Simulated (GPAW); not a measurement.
**SnH2Cl (SMILES [Cl][SnH2]) at 3 levels**

Wanted: a comparison of 3 runs (UPBE/real-space grid, UBP86/dzp, UPBE/dzp) of SnH2Cl. The job is set up through an ASE script.

The results are computed with GPAW 26.7.0.

3 further runs of the same task are left out: 1 for a known fault of the program, 1 that didn't finish, 1 set aside as unsound or not needed.

## 1. The system as given

The species is SnH2Cl (4 atoms), meant as a doublet with charge 0. As SMILES, `[Cl][SnH2]`. Geometry: relaxed at PBE0-D4/def2-TZVP.

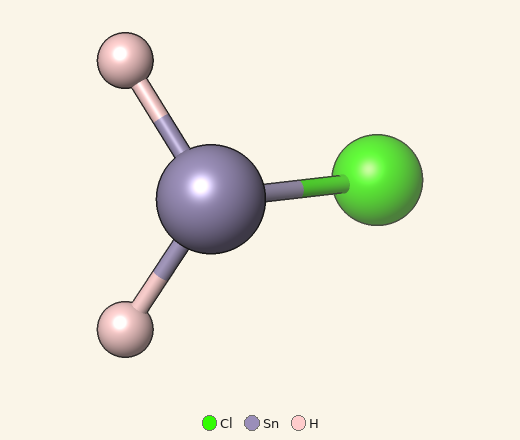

The structure, seen from a chosen angle (chlorine green, tin purple, hydrogen pink).

## 2. The charge distribution at UPBE/real-space grid (scalar-relativistic datasets) (run 1)

Contents of ClH2Sn.xyz:

```xyz
4

Cl    -1.882600     0.398400    -0.585000
Sn     0.380000    -0.179600    -0.397100
H      0.412500    -1.500000     0.709600
H      1.145500     1.221000     0.252100
```

Contents of run.py:

```python
import numpy as np
from ase.io import read
from ase.units import Debye
from gpaw import GPAW

atoms = read('ClH2Sn.xyz')
atoms.center(vacuum=4.5)
atoms.set_initial_magnetic_moments([0.5, 0.5, 0.0, 0.0])

gpaw_calc = GPAW(mode='fd',
                 symmetry='off',
                 h=0.18,
                 occupations={'name': 'fermi-dirac', 'width': 0.0, 'fixmagmom': True},
                 maxiter=150,
                 xc='PBE',
                 txt='-')
atoms.calc = gpaw_calc

energy = atoms.get_potential_energy()
print(f'Energy = {energy:.5f} eV')
forces = atoms.get_forces()
print('Forces (eV/Ang)')
for symbol, f in zip(atoms.symbols, forces):
    print(f'{symbol:2} {f[0]:9.4f} {f[1]:9.4f} {f[2]:9.4f}')
dipole = atoms.get_dipole_moment() / Debye
print(f'Dipole                  {np.linalg.norm(dipole):.3f} D')
print('Moments:', atoms.get_magnetic_moments().round(3))
```

Run with:

```console
python3 run.py
```

What it wrote:

```text
[...]
Number of symmetries: 1
[...]
  Number of IBZ points: 1
[...]
Spin-components: 2 (collinear spins)
Bands:           15
[...]
  Valence electrons: 23.0
[...]
  Grid points: [68 64 56]
  Charge: 0.0  # |e|
[...]
    cutoffs:
[...]
occupation numbers:
  Fixed magnetic moment: 1.000
[...]
xc functional:
  name: PBE with 2 nearest neighbor stencil
[...]
|iter     |     time |      energy | eigst |  dens |  magmom |
[...]
|iter:   1| 00:00:03 |  -12.431056 | +0.61 |       |  +0.9915|
[...]
|iter:  15| 00:00:33 |  -11.958418c| -7.40c| -5.82c|  +1.0000|
Converged in 15 steps
[...]
Energy contributions relative to reference atoms: (reference = -180590.623027)
Energy contributions:
  Kinetic:          15.310777
  Coulomb:         -16.380102
  Zero:              0.121991
  External:          0.000000
  Xc:              -11.011085
  Entropy:           0.000000
  Spinorbit:         0.000000
  ----------------------------
  Free energy:     -11.958418
  Extrapolated:    -11.958418
dipole moment: (0.462861, -0.124864, -0.003649)  # |e|*Ang
Total magnetic moment: (0.000000, 0.000000, 1.000000)
Local magnetic moments
|        x |        y |        z |
|----------|----------|----------|
| 0.000000 | 0.000000 | 0.045731 |  # Cl   0
| 0.000000 | 0.000000 | 0.254197 |  # Sn   1
| 0.000000 | 0.000000 | 0.030300 |  # H    2
| 0.000000 | 0.000000 | 0.030268 |  # H    3
Fermi levels: -3.151, -5.036
Eigenvalues  # (at kpt = [0.000, 0.000, 0.000])
| band index |      eig [eV] | occ [0-1] |      eig [eV] | occ [0-1] |
[...]
Gap: 2.706 eV
Transition (v -> c):
[...]
Forces (eV/Ang)
Cl   -0.3259    0.0662   -0.0285
Sn    0.2399   -0.0961   -0.2194
H    -0.0121   -0.1643    0.1534
H     0.0932    0.1811    0.0954
Dipole                  2.303 D
Moments: [0.046 0.254 0.03  0.03 ]
```

Run time: 34 s. Hardware: 1 thread of Arm Neoverse V2, shared host; peak memory 0.83 GiB.

## 3. Energy and one-electron properties at UBP86/dzp (scalar-relativistic datasets) (run 2)

Contents of sp.py:

```python
import numpy as np
from ase import Atoms
from ase.units import Debye
from gpaw import GPAW, setup_paths
from gpaw.atom.configurations import parameters
from gpaw.atom.generator import Generator
from gpaw.external import static_polarizability

# Geometry
mol = Atoms('ClSnHH',
    positions=[[ -1.882600,   0.398400,  -0.585000],
               [  0.380000,  -0.179600,  -0.397100],
               [  0.412500,  -1.500000,   0.709600],
               [  1.145500,   1.221000,   0.252100]])
mol.set_cell([14.0, 14.0, 14.0])
mol.center()
mol.set_initial_magnetic_moments([0.5, 0.5, 0.0, 0.0])

# Generate the setups first
for symbol in ['Cl', 'H', 'Sn']:
    Generator(symbol, xcname='GGA_X_B88+GGA_C_P86', scalarrel=True, nofiles=True, txt=None).run(**parameters[symbol])
setup_paths.insert(0, '.')

# GPAW settings
calc = GPAW(mode='lcao',
            basis='dzp',
            legacy_gpaw=True,
            h=0.2,
            symmetry='off',
            occupations={'name': 'fermi-dirac', 'width': 0.0, 'fixmagmom': True},
            maxiter=120,
            convergence={'density': 1e-06},
            xc='GGA_X_B88+GGA_C_P86',
            txt='-')
mol.calc = calc

energy = mol.get_potential_energy()
print(f'Energy: {energy:.5f} eV')
forces = mol.get_forces()
print('Forces (eV/Ang)')
for symbol, f in zip(mol.symbols, forces):
    print(f'{symbol:2} {f[0]:9.4f} {f[1]:9.4f} {f[2]:9.4f}')
dipole = mol.get_dipole_moment() / Debye
print(f'Dipole                  {np.linalg.norm(dipole):.3f} D')
print('Moments:', mol.get_magnetic_moments().round(3))

alpha = static_polarizability(mol)
print('Polarizability tensor (e Ang^2 / V):')
print(alpha.round(4))
```

Run with:

```console
OMP_NUM_THREADS=1 python sp.py
```

What it wrote:

```text
[...]
    cutoffs:
[...]
  Total Charge: 0.000000
[...]
Number of atoms: 4
[...]
Number of bands in calculation: 15
Number of valence electrons: 23
[...]
iter:   1 hh:mm:ss   -11.004458        c          +1.0049
[...]
Converged after 13 iterations.
Dipole moment: (0.424459, -0.116611, -0.013861) |e|*Ang
Total magnetic moment: (0.000000, 0.000000, 1.000003)
[...]
Forces (eV/Ang)
Cl   -0.5438    0.1587   -0.0676
Sn    0.3689   -0.1538   -0.3003
H     0.0289   -0.1837    0.2086
H     0.1286    0.2115    0.1396
Dipole                  2.115 D
Moments: [0.054 0.263 0.03  0.03 ]
[...]
Converged after 13 iterations.
[...]
Converged after 13 iterations.
[...]
Fermi levels: -2.88284, -4.89429
[...]
iter:  13 hh:mm:ss   -10.622148c       c -6.14c   +1.0000
Converged after 13 iterations.
Dipole moment: (0.424964, -0.116939, -0.010495) |e|*Ang
Total magnetic moment: (0.000000, 0.000000, 1.000003)
Local magnetic moments:
   0 Cl ( 0.000000,  0.000000,  0.053849)
   1 Sn ( 0.000000,  0.000000,  0.262655)
   2 H  ( 0.000000,  0.000000,  0.029975)
   3 H  ( 0.000000,  0.000000,  0.029963)
Energy contributions relative to reference atoms: (reference = -180627.922122)
Kinetic:        +19.762688
Potential:      -18.998088
External:        +0.000105
XC:             -11.523760
Entropy (-ST):   +0.000000
Local:           +0.136908
SIC:             +0.000000
--------------------------
Free energy:    -10.622148
Extrapolated:   -10.622148
Spin contamination: 0.013858 electrons
                   Up                     Down
 Band  Eigenvalues  Occupancy  Eigenvalues  Occupancy
    0    -26.48913    1.00000    -26.41438    1.00000
    1    -26.37051    1.00000    -26.27018    1.00000
    2    -26.33078    1.00000    -26.25702    1.00000
    3    -26.28215    1.00000    -26.18631    1.00000
    4    -26.24081    1.00000    -26.14848    1.00000
    5    -19.73427    1.00000    -19.62337    1.00000
    6    -12.81081    1.00000    -12.47072    1.00000
    7     -8.74326    1.00000     -8.56191    1.00000
    8     -8.73017    1.00000     -8.46098    1.00000
    9     -7.62763    1.00000     -7.43126    1.00000
   10     -7.10447    1.00000     -7.00812    1.00000
   11     -5.39630    1.00000     -4.40340    0.00000
   12     -1.37212    0.00000     -1.07509    0.00000
   13     -0.08602    0.00000      0.23928    0.00000
[...]
Fermi levels: -2.88776, -4.89985
[...]
Memory usage: 1.15 GiB
Polarizability tensor (e Ang^2 / V):
[[ 0.5978 -0.0311  0.0505]
 [-0.031   0.4537 -0.0328]
 [ 0.0506 -0.0328  0.3365]]
```

Wall time 86 s (1 thread of Arm Neoverse V2, shared host); peak memory 1.1 GiB.

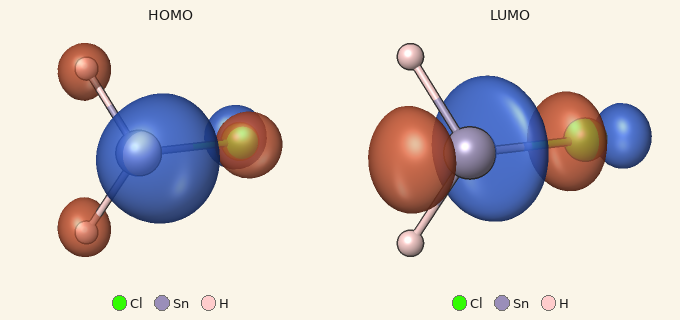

Frontier orbitals of this run (spin up), surfaces at ±0.2 Å^-3/2.

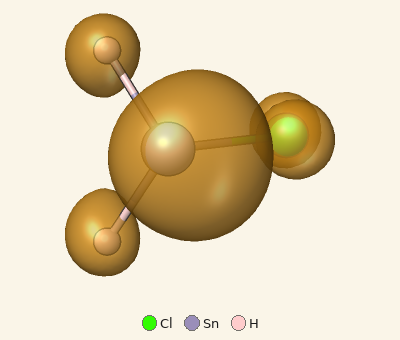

Spin density, surfaces at ±0.03 e/Å³.

## 4. The charge distribution at UPBE/dzp (scalar-relativistic datasets) (run 3)

Contents of gs.py:

```python
import numpy as np
from ase import Atoms
from ase.units import Bohr, Debye
from gpaw import GPAW

# Geometry
positions_bohr = np.array(
              [[ -3.557598,   0.752867,  -1.105490],
               [  0.718096,  -0.339395,  -0.750410],
               [  0.779512,  -2.834589,   1.340950],
               [  2.164681,   2.307356,   0.476400]])
atoms = Atoms('ClSnHH', positions=positions_bohr * Bohr)
atoms.center(vacuum=4.5)
atoms.set_initial_magnetic_moments([0.5, 0.5, 0.0, 0.0])

# Ground state
gpaw_calc = GPAW(mode='lcao',
                 basis='dzp',
                 h=0.18,
                 xc='PBE',
                 occupations={'name': 'fermi-dirac', 'width': 0.0, 'fixmagmom': True},
                 maxiter=150,
                 symmetry='off',
                 txt='-')
atoms.calc = gpaw_calc

energy = atoms.get_potential_energy()
print(f'Energy: {energy:.5f} eV')
forces = atoms.get_forces()
print('Forces (eV/Ang)')
for symbol, f in zip(atoms.symbols, forces):
    print(f'{symbol:2} {f[0]:9.4f} {f[1]:9.4f} {f[2]:9.4f}')
dipole = atoms.get_dipole_moment() / Debye
print(f'Dipole                  {np.linalg.norm(dipole):.3f} D')
print('Moments:', atoms.get_magnetic_moments().round(3))
```

Run with:

```console
python gs.py > gs.log
```

What it wrote:

```text
[...]
Number of symmetries: 1
[...]
  Number of IBZ points: 1
[...]
basis functions: 46
Spin-components: 2 (collinear spins)
Bands:           15
[...]
  Valence electrons: 23.0
[...]
  Grid points: [68 64 56]
  Charge: 0.0  # |e|
[...]
    cutoffs:
[...]
occupation numbers:
  Fixed magnetic moment: 1.000
[...]
xc functional:
  name: PBE with 2 nearest neighbor stencil
[...]
|iter     |     time |      energy | eigst |  dens |  magmom |
[...]
|iter:   1| 00:00:04 |  -11.282133 |      c|       |  +1.0042|
[...]
|iter:  10| 00:00:12 |  -10.863919c|      c| -4.45c|  +1.0000|
Converged in 10 steps
[...]
Energy contributions relative to reference atoms: (reference = -180590.623027)
Energy contributions:
  Kinetic:          21.166506
  Coulomb:         -20.269046
  Zero:              0.080305
  External:          0.000000
  Xc:              -11.841683
  Entropy:           0.000000
  Spinorbit:         0.000000
  ----------------------------
  Free energy:     -10.863919
  Extrapolated:    -10.863919
dipole moment: (0.427949, -0.117311, -0.012578)  # |e|*Ang
Total magnetic moment: (0.000000, 0.000000, 1.000000)
Local magnetic moments
|        x |        y |        z |
|----------|----------|----------|
| 0.000000 | 0.000000 | 0.052818 |  # Cl   0
| 0.000000 | 0.000000 | 0.262834 |  # Sn   1
| 0.000000 | 0.000000 | 0.029670 |  # H    2
| 0.000000 | 0.000000 | 0.029665 |  # H    3
Fermi levels: -2.749, -4.753
Eigenvalues  # (at kpt = [0.000, 0.000, 0.000])
| band index |      eig [eV] | occ [0-1] |      eig [eV] | occ [0-1] |
[...]
Gap: 2.985 eV
Transition (v -> c):
[...]
Forces (eV/Ang)
Cl   -0.5106    0.1119   -0.0585
Sn    0.3368   -0.1456   -0.3109
H     0.0228   -0.2124    0.2220
H     0.1480    0.2181    0.1468
Dipole                  2.132 D
Moments: [0.053 0.263 0.03  0.03 ]
```

It took 13 s on 1 thread of Arm Neoverse V2, shared host; peak memory 0.89 GiB.

## 5. Overview of the runs

```tsv
run	level	mode	grid spacing	energy (Eh)	dipole moment (D)	HOMO energy (eV)	LUMO energy (eV)	wall time
1	UPBE/real-space grid (scalar-relativistic datasets)	fd	0.18	-6637.022451	2.30	-5.57	-4.50	34 s
2	UBP86/dzp (scalar-relativistic datasets)	lcao	0.2	-6638.344065	2.12	-5.39	-4.40	86 s
3	UPBE/dzp (scalar-relativistic datasets)	lcao	0.18	-6636.982229	2.13	-5.26	-4.24	13 s
```

## 6. Summary of results

| quantity | value |
| --- | --- |
| run 3: energy as printed (from the program's reference atoms) | -10.8639 eV |
| run 3: dipole moment | 2.13 D |
| run 3: HOMO energy (highest over α and β) | -5.26 eV |
| run 3: LUMO energy (lowest over α and β) | -4.24 eV |
| run 3: largest force on an atom | 0.526 eV/Å |

What this shows: The dipole moment (its size) runs from 2.12 D (UBP86/dzp) to 2.30 D (UPBE/real-space grid). The two ends differ in method and basis. Totals of different functionals can't be ranked against each other. All runs together took 2.2 min, the longest 86 s.
